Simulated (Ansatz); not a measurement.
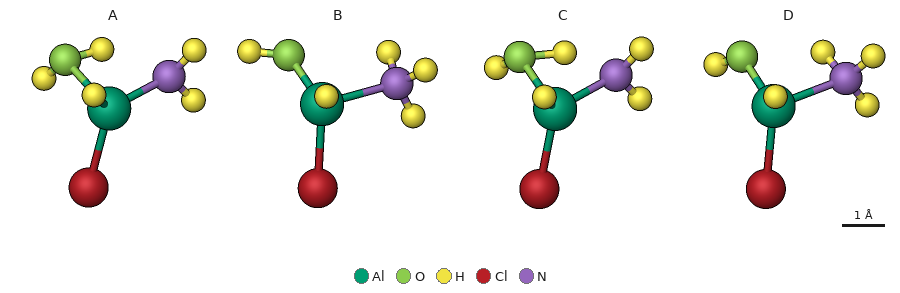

4 geometries from a converged minimum-energy path of AlNH₅OCl, shuffled. The picture is a ball-and-stick view, seen at a tilt.

The calculation used Ansatz 0.2.0, RKS PBE0/def2-SVP. Run with 7 movable images; climbing image; force threshold 0.05 eV/Å; iteration limit 60; starting path through a guess of the saddle point.

> One of them is the converged climbing image. Which?

C. In order along the path, whose images run from 0 to 8: B (image 0, 0.00 eV), D (image 3, +0.12 eV), C (image 6, +0.91 eV), A (image 8, +0.87 eV). A hydrogen atom shifts from one atom to another. Breaking: H–N (1.02 → 1.91 Å). Forming: H–O (2.46 → 1.00 Å).

Cost: 3.2 min on 2 threads of Arm Neoverse V1, with other jobs on the host, peak memory 0.18 GiB.
